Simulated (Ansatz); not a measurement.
# CH6InO (charge −1): what the fields show

```xyz
9

In   -0.3785    0.6129   -1.3357
O    -0.3348    0.5692    0.7676
C     0.3148   -0.5060    1.3401
H    -0.1240   -1.4904    1.0660
H     0.2742   -0.4473    2.4463
H     1.3923   -0.5705    1.0726
H     1.3265    0.6264   -1.8340
H    -1.2638    2.0911   -1.7128
H    -1.2067   -0.8853   -1.8101
```

Geometry: r2SCAN-D4/def2-TZVPD; core potentials replace the inner electrons of In.

These are results of RKS PBE0-D4/def2-TZVPD in Ansatz 0.2.0, not measurements.

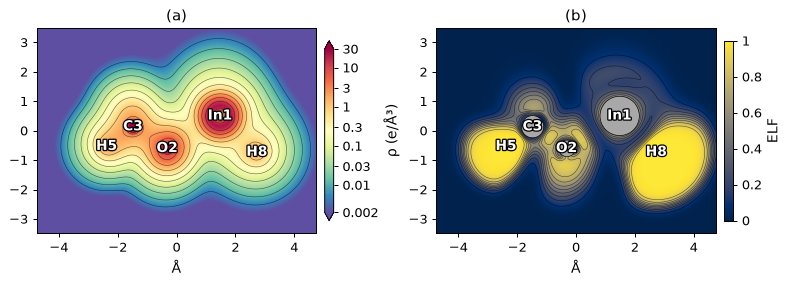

Figure 1. (a) electron density; (b) electron localisation function on the plane of atoms O2, In1 and H8. Grey discs cover the atomic cores in the ELF map.

**Interpret the plot.**

The section cuts through In, O, C and H sites.
C–O (1.38 Å): ρ is about 2.2 e/Å³ halfway, with its minimum of 2 e/Å³ about 0.5 Å from C; the ELF peaks at about 0.85 between the atoms; a shared but strongly polarised pair.
In–O (2.10 Å): ρ at the midpoint is about 0.6 e/Å³; the ELF peaks at about 0.85 in the valence shell of O, 0.6 Å from its nucleus, and drops to about 0.15 between the two atoms.
C–H (1.11 Å): ρ is about 1.9 e/Å³ halfway; the ELF climbs to about 1 towards the hydrogen, as it does in any bond to H; an ordinary covalent bond to hydrogen.
In–H (1.76 Å): the density is about 1 e/Å³ at the midpoint; the ELF climbs to about 1 towards the hydrogen.
The ELF also peaks beside O2, away from the bonds: lone-pair regions.

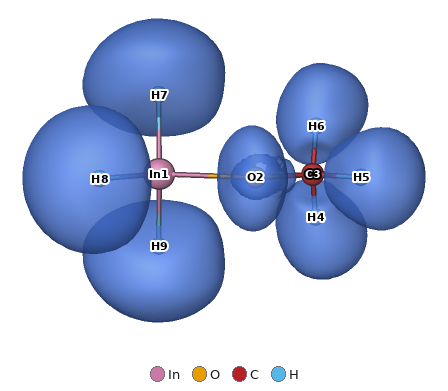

Figure 2. Isosurface of the ELF at 0.75 (blue), seen across its widest extent. Core shells and regions of very low density are left out.

**Where are the electrons localised?**

The surface consists of six regions around hydrogen nuclei and one region on O in which the atom's valence shell and bonds are merged.

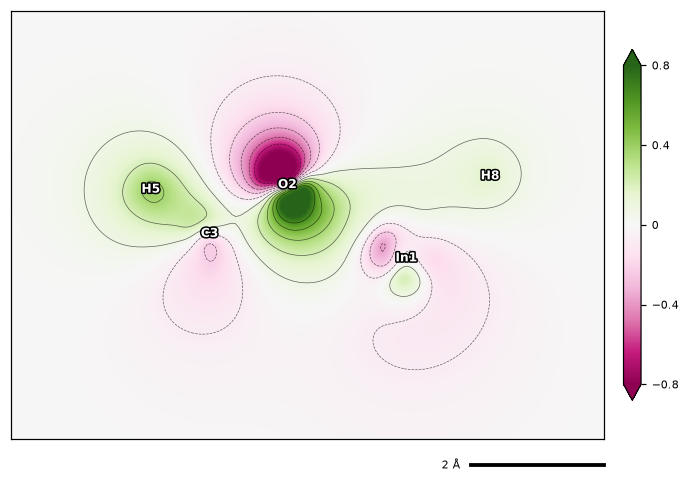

Figure 3. The HOMO−1 on the plane of atoms O2, C3 and H5 (values in Å⁻³ᐟ²; the overall sign is arbitrary).

**Describe this orbital and give its energy.**

Its weight (Hirshfeld) is mainly on O2 (about 55 %), In1 (about 15 %), C3 (about 10 %) and H5 (about 5 %). Its energy is −2.41 eV.
